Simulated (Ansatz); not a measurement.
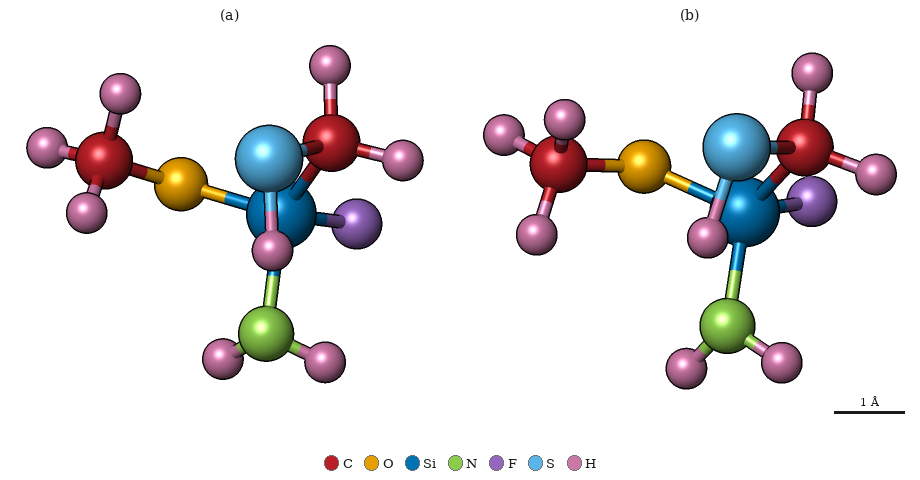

The structure of C$_{2}$H$_{8}$FNOSSi before (left) and after (right) a relaxation, at one scale.

A ball-and-stick model, seen at a tilt.

The run prepares an end point of a later path (inversion) calculation, from a guessed geometry.

Theory: Ansatz, RKS BLYP-D4/def2-SVP. (no spin polarisation; force threshold 0.015 eV/Å; at most 40 steps)

Describe what moved and what it gained.

Answer. Over 13 accepted moves (14 points after the start) the energy falls by 19.1 kcal/mol. The largest force component goes from 4.6 to 0.0084 eV/Å. The line search rejected the trial step at point 5 of the run. The atom that moves furthest after the best rigid fit is an H atom (0.56 Å). Largest moves by element: H 0.56 Å, F 0.39 Å, O 0.28 Å, C 0.20 Å, S 0.20 Å, N 0.12 Å. Some distances before and after: H–N 0.944 → 1.024 Å, C–H 1.034 → 1.109 Å, N–Si 1.786 → 1.732 Å, C–S 1.813 → 1.863 Å. Among the angles between lasting bonds that change: Si–N–H 104.9° → 119.1°, N–Si–F 100.3° → 114.0°, Si–N–H 107.0° → 119.6°. Groups turn about O–Si by about 20°, N–Si by about 20°.
